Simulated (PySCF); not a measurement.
# What a change does: NMR shielding calculation on C5H9N3Si

System: C5H9N3Si, SMILES C=CCn1ncc([SiH3])n1.
Method of run 1: GIAO B97-2/pcSseg-1 NMR shielding, non-relativistic, gas phase (PySCF 2.14.0).

The geometry comes from this level: PBE0-D3(BJ)/def2-SVP. Text and figures count atoms from 1; the logs count them from 0 in places.

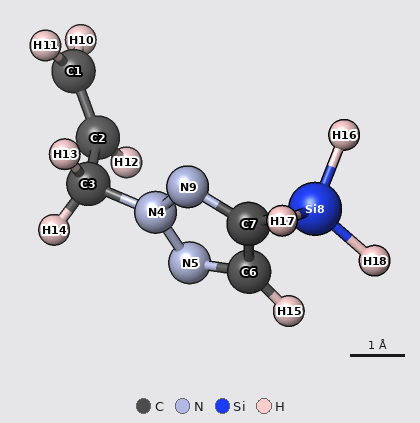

**Figure 1.** The structure as given in the input (ball-and-stick view, seen at a tilt; atoms are numbered from 1 in the order of the input). Bond lengths as drawn: C–C 1.33 to 1.50 Å, C–H 1.09 to 1.10 Å, C–N 1.33 to 1.45 Å, C–Si 1.87 Å, H–Si 1.49 Å and N–N 1.31 Å.

Input, run 1:
```
{"job": {"kind": "nmr", "xc": "B97-2", "basis": "pcSseg-1", "pop": false}, "charge": 0, "multiplicity": 1}
C     -3.009637    -0.132057    -0.367184
C     -2.190888    -0.223047     0.679060
C     -1.269811     0.872887     1.120649
N      0.103809     0.420420     1.236459
N      0.487747    -0.366816     2.217276
C      1.765182    -0.609773     1.946882
C      2.115783     0.068525     0.758947
Si     3.737555     0.155623    -0.169125
N      1.015479     0.709498     0.339052
H     -3.681012    -0.951348    -0.636458
H     -3.041417     0.764325    -0.994263
H     -2.165030    -1.131925     1.290958
H     -1.264051     1.706931     0.407973
H     -1.567404     1.251550     2.111324
H      2.371415    -1.237205     2.597446
H      3.602030    -0.430371    -1.535388
H      4.203831     1.568049    -0.292591
H      4.746893    -0.630332     0.602501
```

The first line tells a small driver script what to run in PySCF; the rest is the geometry in Å.

Launched with:
```bash
OMP_NUM_THREADS=1 python <driver script> task.json out
```

Hardware: 1 CPU thread, shared host.

Output (run 1):
```
coarse grid: 15824 points
cycle   1  E = -649.3671683192  dE =  1.335e+00  |g| = 5.241e-01  |ddm| = 3.973e+00
cycle   2  E = -649.2592843928  dE =  1.079e-01  |g| = 9.090e-01  |ddm| = 1.036e+00
cycle   3  E = -649.4256693755  dE = -1.664e-01  |g| = 1.279e-01  |ddm| = 6.917e-01
cycle   4  E = -649.4288935734  dE = -3.224e-03  |g| = 6.191e-02  |ddm| = 1.600e-01
cycle   5  E = -649.4297841975  dE = -8.906e-04  |g| = 1.686e-02  |ddm| = 5.385e-02
cycle   6  E = -649.4298399556  dE = -5.576e-05  |g| = 4.121e-03  |ddm| = 1.359e-02
cycle   7  E = -649.4298433748  dE = -3.419e-06  |g| = 1.822e-03  |ddm| = 4.398e-03
final grid: 149296 points
cycle   8  E = -649.4655804924  dE = -5.946e-05  |g| = 5.009e-03  |ddm| = 3.468e-02
cycle   9  E = -649.4655688380  dE =  1.165e-05  |g| = 8.563e-03  |ddm| = 1.033e-02
cycle  10  E = -649.4655848584  dE = -1.602e-05  |g| = 1.412e-03  |ddm| = 7.507e-03
cycle  11  E = -649.4655852187  dE = -3.604e-07  |g| = 5.151e-04  |ddm| = 1.453e-03
cycle  12  E = -649.4655852788  dE = -6.004e-08  |g| = 1.070e-04  |ddm| = 4.668e-04
cycle  13  E = -649.4655852808  dE = -1.984e-09  |g| = 4.816e-05  |ddm| = 1.127e-04
cycle  14  E = -649.4655852812  dE = -4.866e-10  |g| = 1.530e-05  |ddm| = 4.445e-05
converged SCF energy = -649.4655852812

GIAO shielding tensors (ppm)
atom      isotropic    diamagn.    paramagn.     s11        s22        s33       span
  0 C       60.184     254.446    -194.262    -50.029     74.674    155.907    205.936
  1 C       43.897     256.700    -212.803    -74.366     56.211    149.846    224.212
  2 C      124.345     246.034    -121.690    104.303    117.420    151.311     47.008
  3 N      -23.811     335.670    -359.482   -145.745      4.774     69.537    215.282
  4 N      -87.489     326.550    -414.039   -307.708   -133.774    179.016    486.725
  5 C       38.686     255.614    -216.928    -48.216     44.921    119.352    167.569
  6 C       48.315     256.772    -208.456    -22.165     29.184    137.928    160.093
  7 Si     435.430     880.228    -444.797    418.554    424.994    462.743     44.188
  8 N     -108.688     325.858    -434.546   -338.766   -146.673    159.375    498.142
  9 H       25.954      28.635      -2.681     23.143     25.048     29.670      6.527
 10 H       25.792      31.266      -5.474     22.275     25.437     29.664      7.389
 11 H       25.058      31.562      -6.504     22.067     24.288     28.820      6.753
 12 H       26.695      32.245      -5.549     22.931     27.583     29.572      6.641
 13 H       26.441      28.766      -2.325     23.151     25.963     30.210      7.058
 14 H       23.642      31.254      -7.612     21.271     23.492     26.164      4.893
 15 H       26.936      28.895      -1.959     23.594     25.428     31.787      8.194
 16 H       26.929      27.713      -0.784     23.522     25.405     31.860      8.338
 17 H       27.097      27.548      -0.450     23.547     26.067     31.678      8.131
```

The input of run 2 differs as follows (lines with − go, lines with + come):
```diff
-"xc": "B97-2"
+"xc": "PBE0"
-"pop": false
```

Predict how the results change.

The total energies belong to different methods, so their difference says nothing on which is more stable or more accurate. The HOMO goes from −7.41 to −7.66 eV. The LUMO goes from −0.57 to −0.50 eV. Of all shieldings, the largest change is that of N9, by −6.3 ppm. The functional changes from B97-2 to PBE0. The number of SCF iterations is the same.

Output (run 2):
```
coarse grid: 15824 points
cycle   1  E = -648.9266649914  dE =  1.389e+00  |g| = 5.338e-01  |ddm| = 3.965e+00
cycle   2  E = -648.8234919005  dE =  1.032e-01  |g| = 9.074e-01  |ddm| = 1.022e+00
cycle   3  E = -648.9870830634  dE = -1.636e-01  |g| = 1.187e-01  |ddm| = 6.764e-01
cycle   4  E = -648.9897138536  dE = -2.631e-03  |g| = 6.072e-02  |ddm| = 1.503e-01
cycle   5  E = -648.9905698377  dE = -8.560e-04  |g| = 1.590e-02  |ddm| = 5.223e-02
cycle   6  E = -648.9906175856  dE = -4.775e-05  |g| = 4.058e-03  |ddm| = 1.270e-02
cycle   7  E = -648.9906210642  dE = -3.479e-06  |g| = 1.603e-03  |ddm| = 4.170e-03
final grid: 149296 points
cycle   8  E = -649.0404174693  dE = -3.009e-05  |g| = 7.546e-03  |ddm| = 3.067e-02
cycle   9  E = -649.0404072687  dE =  1.020e-05  |g| = 1.014e-02  |ddm| = 1.540e-02
cycle  10  E = -649.0404303746  dE = -2.311e-05  |g| = 2.642e-03  |ddm| = 9.654e-03
cycle  11  E = -649.0404319595  dE = -1.585e-06  |g| = 2.484e-04  |ddm| = 2.208e-03
cycle  12  E = -649.0404319683  dE = -8.822e-09  |g| = 1.363e-04  |ddm| = 2.509e-04
cycle  13  E = -649.0404319721  dE = -3.846e-09  |g| = 3.187e-05  |ddm| = 1.104e-04
cycle  14  E = -649.0404319723  dE = -1.605e-10  |g| = 1.658e-05  |ddm| = 3.532e-05
converged SCF energy = -649.0404319723

GIAO shielding tensors (ppm)
atom      isotropic    diamagn.    paramagn.     s11        s22        s33       span
  0 C       57.596     254.505    -196.909    -55.749     71.907    156.630    212.380
  1 C       41.256     256.737    -215.482    -80.258     53.421    150.604    230.862
  2 C      124.391     245.751    -121.360    104.026    117.334    151.813     47.787
  3 N      -27.287     335.699    -362.986   -152.663      1.697     69.105    221.768
  4 N      -93.115     326.594    -419.708   -318.557   -140.014    179.228    497.785
  5 C       36.502     255.569    -219.067    -52.077     42.377    119.206    171.283
  6 C       46.310     256.764    -210.454    -26.088     27.314    137.704    163.793
  7 Si     432.142     880.031    -447.889    414.643    420.838    460.944     46.301
  8 N     -114.960     325.507    -440.468   -350.943   -153.351    159.412    510.356
  9 H       25.776      28.507      -2.731     22.919     24.884     29.526      6.608
 10 H       25.612      31.040      -5.427     22.020     25.276     29.541      7.521
 11 H       24.887      31.362      -6.476     21.857     24.091     28.712      6.856
 12 H       26.567      31.981      -5.414     22.763     27.450     29.488      6.725
 13 H       26.320      28.829      -2.509     23.009     25.830     30.122      7.113
 14 H       23.489      31.094      -7.605     21.085     23.345     26.037      4.952
 15 H       26.741      28.556      -1.815     23.353     25.216     31.653      8.300
 16 H       26.733      27.473      -0.741     23.281     25.191     31.725      8.444
 17 H       26.898      27.367      -0.469     23.319     25.847     31.528      8.209
```

The two runs side by side:

| quantity | run 1 | run 2 |
| --- | --- | --- |
| outcome | converged | converged |
| total energy (hartree) | −649.465585 | −649.040432 |
| HOMO (eV) | −7.41 | −7.66 |
| LUMO (eV) | −0.57 | −0.50 |
| dipole moment (D) | 1.10 | 1.10 |
| shielding of C1 (ppm) | 60.2 | 57.6 |
| shielding of C2 (ppm) | 43.9 | 41.3 |
| shielding of N4 (ppm) | −23.8 | −27.3 |
| shielding of N5 (ppm) | −87.5 | −93.1 |
| shielding of C6 (ppm) | 38.7 | 36.5 |
| shielding of Si8 (ppm) | 435.4 | 432.1 |
| shielding of N9 (ppm) | −108.7 | −115.0 |
| SCF iterations | 14 | 14 |
| basis functions | 205 | 205 |
| wall time (shared host) | 37 s | 38 s |
